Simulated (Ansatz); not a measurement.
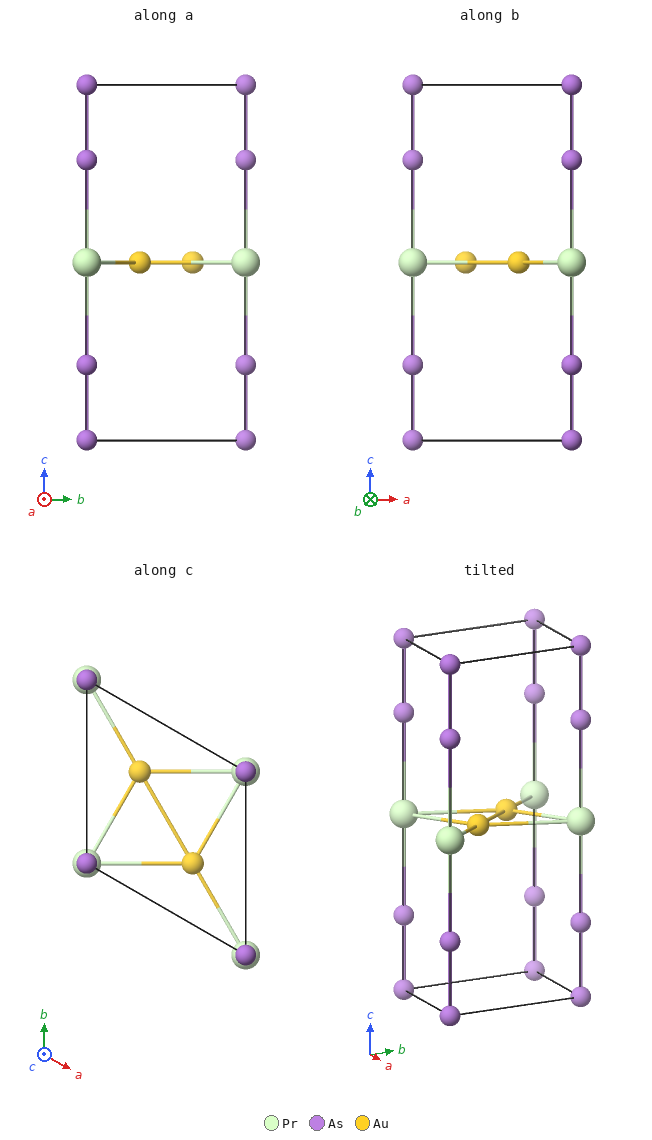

The crystal in a ball-and-stick representation, seen along the a axis, along the b axis, along the c axis and slightly off an axis. The frame is the conventional unit cell; atoms at its boundary are shown with their periodic copies.

Lattice parameters: a = 5.2664 Å, b = 5.2664 Å, c = 10.1992 Å, α = 90.000°, β = 90.000°, γ = 120.000°.

From the views, write a CIF with its space group and independent sites, with free fractional coordinates to two decimals.

Answer.
```cif
data_structure
_symmetry_space_group_name_H-M 'P 6/m m m'
_symmetry_Int_Tables_number 191
_cell_length_a 5.2664
_cell_length_b 5.2664
_cell_length_c 10.1992
_cell_angle_alpha 90.000
_cell_angle_beta 90.000
_cell_angle_gamma 120.000
_cell_volume 244.97
loop_
_atom_site_label
_atom_site_type_symbol
_atom_site_symmetry_multiplicity
_atom_site_Wyckoff_symbol
_atom_site_fract_x
_atom_site_fract_y
_atom_site_fract_z
_atom_site_occupancy
Pr1 Pr 1 b 0.00 0.00 0.50 1
As1 As 1 a 0.00 0.00 0.00 1
As2 As 2 e 0.00 0.00 0.79 1
Au1 Au 2 d 0.3333 0.6667 0.50 1
```

Provenance: a random cell made by a generator, so it need not be a real form of the compound. The structure drawn was relaxed with Ansatz, DFT PBE, scalar-relativistic, plane waves, PAW; 4f electrons in the core of a trivalent norm-conserving potential.
